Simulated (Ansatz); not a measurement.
# InH2Cl (SMILES [H][In]([H])[Cl]) at 6 levels

Wanted: a comparison of 6 runs (HSE06/STO-3G, SVWN5/STO-3G, UB3LYP/STO-3G, UMP2/STO-3G, BCCD(T)/STO-3G, CCSDTQ/STO-3G) of InH2Cl. 

The results are computed with Ansatz 0.2.0.

56 further runs of the same task are left out: 2 that didn't finish, 54 set aside as unsound or not needed.

## 1. Starting point

InH2Cl: 4 atoms, total charge 0, spin state singlet. SMILES: `[H][In]([H])[Cl]`. The H2–In1 distance was set to 2.141 Å, away from the relaxed value.

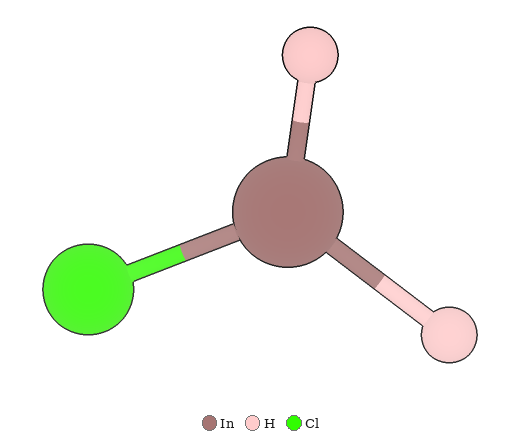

The structure, seen from a chosen angle (indium brown, hydrogen pink, chlorine green).

## 2. The energy at HSE06/STO-3G (run 1)

Contents of molecule.yaml:

```yaml
crystal:
  periodic: [false, false, false]
  atoms:
    - {symbol: In, position_ang: [-0.357941, 0.121967, -0.003305]}
    - {symbol: H, position_ang: [1.783010, 0.101380, 0.011370]}
    - {symbol: H, position_ang: [-1.183231, 1.622597, -0.022805]}
    - {symbol: Cl, position_ang: [-1.526291, -1.833603, 0.005935]}
basis:
  gaussian: {orbitals: STO-3G}
hamiltonian: {xc: hse06}
accuracy: high
```

Started as:

```
$ ansatz run molecule.yaml --threads 1 --pin off --max-ram 2610MiB --events-out events.jsonl --progress --plain --runs-dir runs
```

Output:

```text
Warning: RAYON_NUM_THREADS=1 ignored (pool sized by the plan → 1); use --threads N
Functional definition: HSE06
  name "HSE06"
  parameter a = 0.25
  parameter omega = 0.11/bohr
  exchange = pbe_x - a*pbe_x_sr(omega) + a*exact_x_sr(omega)
  correlation = pbe_c
693 factors; integrals over basis functions are off by at most 4.3e-9 eV
56 factors; integrals over basis functions are off by at most 7.9e-10 eV
mean field evaluation 1: about -167099.7445 eV, gradient 1.7e1 eV
mean field evaluation 2: about -167100.0821 eV, gradient 1.5e1 eV
mean field evaluation 4: about -167101.3113 eV, gradient 2.7e-1 eV
mean field evaluation 8: about -167101.2648 eV, gradient 1.1e-3 eV
mean field -167101.26484695 eV, -6140.8582178200 hartree, gradient 2.9e-8 eV, S^2 0.000000; 0 other end points of the search recorded, 0 dependent functions left out
reference -167101.26484881 eV, -6140.8582178885 hartree; 34, 34 occupied and 4, 4 virtual orbitals, 693 factors
Total energy: -167101.26484881 eV, -6140.8582178885 hartree
```

Wall time 2.5 s (1 thread of Arm Neoverse V1, shared host); peak memory 0.13 GiB.

## 3. A single-point energy at SVWN5/STO-3G (run 2)

Contents of input.yaml:

```yaml
crystal:
  periodic: [false, false, false]
  atoms:
    - {symbol: In, position_ang: [-0.357941, 0.121967, -0.003305]}
    - {symbol: H, position_ang: [1.783010, 0.101380, 0.011370]}
    - {symbol: H, position_ang: [-1.183231, 1.622597, -0.022805]}
    - {symbol: Cl, position_ang: [-1.526291, -1.833603, 0.005935]}
basis:
  gaussian: {orbitals: STO-3G}
hamiltonian: {xc: {name: SVWN5}}
accuracy: high
```

Started as:

```
$ ansatz run input.yaml --threads 1 --pin off --max-ram 2610MiB --events-out events.jsonl --progress --plain --runs-dir runs
```

Output:

```text
Warning: RAYON_NUM_THREADS=1 ignored (pool sized by the plan → 1); use --threads N
Functional definition: SVWN5
  name "SVWN5"
  exchange = slater_x
  correlation = vwn5_c
693 factors; integrals over basis functions are off by at most 4.3e-9 eV
mean field evaluation 1: about -166912.3062 eV, gradient 3.3e1 eV
mean field evaluation 2: about -166906.3987 eV, gradient 4.6e1 eV
mean field evaluation 4: about -166916.9615 eV, gradient 3.0e0 eV
mean field evaluation 8: about -166916.9555 eV, gradient 3.0e-2 eV
mean field evaluation 16: about -166916.9555 eV, gradient 1.3e-7 eV
mean field -166916.95552863 eV, -6134.0849753011 hartree, gradient 2.4e-8 eV, S^2 0.000000; 0 other end points of the search recorded, 0 dependent functions left out
reference -166916.95553043 eV, -6134.0849753673 hartree; 34, 34 occupied and 4, 4 virtual orbitals, 693 factors
Total energy: -166916.95553043 eV, -6134.0849753673 hartree
```

Wall time 1.5 s (1 thread of Arm Neoverse V1, shared host); peak memory 0.1 GiB.

Runs 3 to 5 aren't shown in full; the table further down has their settings and results.

## 4. The energy at CCSDTQ/STO-3G (run 6)

Contents of run.yaml:

```yaml
crystal:
  periodic: [false, false, false]
  atoms:
    - symbol: In
      position_ang: [-0.357941, 0.121967, -0.003305]
    - symbol: H
      position_ang: [1.783010, 0.101380, 0.011370]
    - symbol: H
      position_ang: [-1.183231, 1.622597, -0.022805]
    - symbol: Cl
      position_ang: [-1.526291, -1.833603, 0.005935]
basis:
  gaussian: {orbitals: STO-3G}
accuracy: high
correlation: {method: ccsdtq, frozen_orbitals: {Cl: 5, H: 0, In: 18}}
scf: {omitted_lower_state_checks: [cluster_reference, increment]}
```

Started as:

```
$ ansatz run run.yaml --threads 1 --pin off --max-ram 2610MiB --events-out events.jsonl --progress --plain --runs-dir runs
```

Output (excerpt; [...] marks lines left out):

```text
Warning: RAYON_NUM_THREADS=1 ignored (pool sized by the plan → 1); use --threads N
Functional definition: HF
  name "HF"
[...]
693 factors; integrals over basis functions are off by at most 4.3e-9 eV
[...]
mean field -167040.86332578 eV, -6138.6385028587 hartree, gradient 2.8e-8 eV, S^2 0.000000; 0 other end points of the search recorded, 0 dependent functions left out
23 core orbitals not correlated: weight in the atoms' cores, before any rotation towards them, 1.000 or more for the frozen orbitals, at most 0.000 for the correlated occupied ones
reference -167040.86332578 eV, -6138.6385028587 hartree; 11, 11 occupied and 4, 4 virtual orbitals, 693 factors
second order -1.01079281 eV of doubles, -0.00000000 eV of singles
cycle   1  -1.32979800 eV  change   -3.2e-1 eV  update   6.7e-2
[...]
cycle  23  -1.59697683 eV  change   -1.2e-9 eV  update   2.0e-9
Total energy: -167042.46030261 eV, -6138.6971906747 hartree
Checks for a lower state left out: cluster_reference, increment
```

Run time: 15 s. Hardware: 1 thread of Arm Neoverse V1, shared host; peak memory 0.23 GiB.

## 5. All runs side by side

| run | level | frozen core orbitals | energy (Eh) | wall time |
| --- | --- | --- | --- | --- |
| 1 | HSE06/STO-3G | – | -6140.858218 | 2.5 s |
| 2 | SVWN5/STO-3G | – | -6134.084975 | 1.5 s |
| 3 | UB3LYP/STO-3G | – | -6141.250430 | 3.6 s |
| 4 | UMP2/STO-3G | 23 | -6138.675649 | 0.91 s |
| 5 | BCCD(T)/STO-3G | 23 | -6138.696802 | 0.83 s |
| 6 | CCSDTQ/STO-3G | 23 | -6138.697191 | 15 s |

## 6. What came out

| quantity | value |
| --- | --- |
| run 6: total energy | -6138.69719 Eh |
| run 6: correlation energy (23 core orbitals frozen) | -58.7 mEh |
| run 6: T1 diagnostic | 0.008 |

**Reading.** Totals of different functionals can't be ranked against each other. In runs 1, 2, 3, 4, 5, 6 the basis is minimal, so the values are rough. In runs 1, 2, 3, 4, 5, 6 relativity is left out where basis or elements ask for it. All runs together took 24 s, the longest 15 s.
